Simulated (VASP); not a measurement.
Band structure of In (bct). All values below come from rev-vdW-DF2, VASP's PBE PAW potentials (set 64) (plane waves; VASP).

Unless said otherwise, spin-orbit coupling is left out, though it shifts the bands of the heavy elements here.

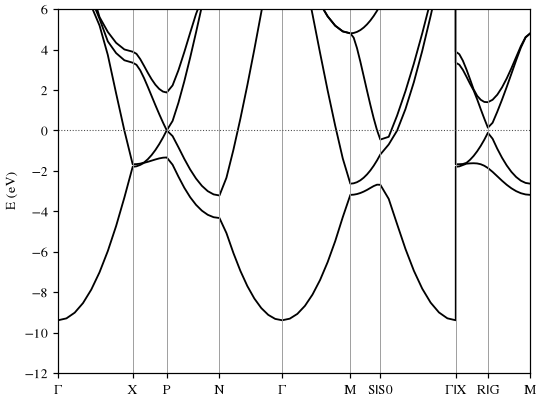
Figure: Bands along high-symmetry lines, zero at the valence-band maximum or, without a gap, the Fermi level

Q: Read the plot: is there a gap, and where are the band edges?

A: It has no gap at this level: it comes out as a metal or semimetal. (Edges off the drawn lines would not show.)

The compound is In in the bct structure. It was relaxed first.
